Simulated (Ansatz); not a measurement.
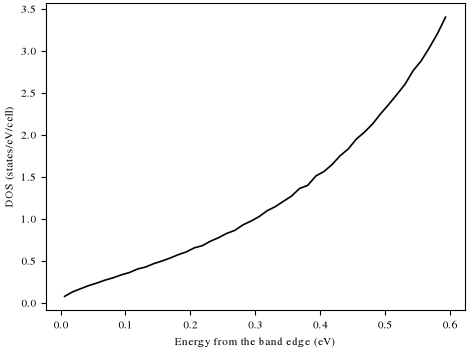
*Density of states of SnO₂ (P4_2/mnm) below the valence band maximum, PBE, rigid bands (Ansatz, a quantum-chemistry and plane-wave program); cell volume 73.1 Å³.*

What effective density of states at 300 K does this give (∫ g(E) exp(−E/k_BT) dE, both spins, divided by the cell's size)?

5.0e19 cm⁻³, a density-of-states mass of 1.58 mₑ, valleys and band degeneracy included.

Spin-orbit coupling is left out; where it splits the top of the valence band, N_v and the p-type Seebeck coefficient come out somewhat high without it. Geometry: cell and atoms relaxed with PBEsol.
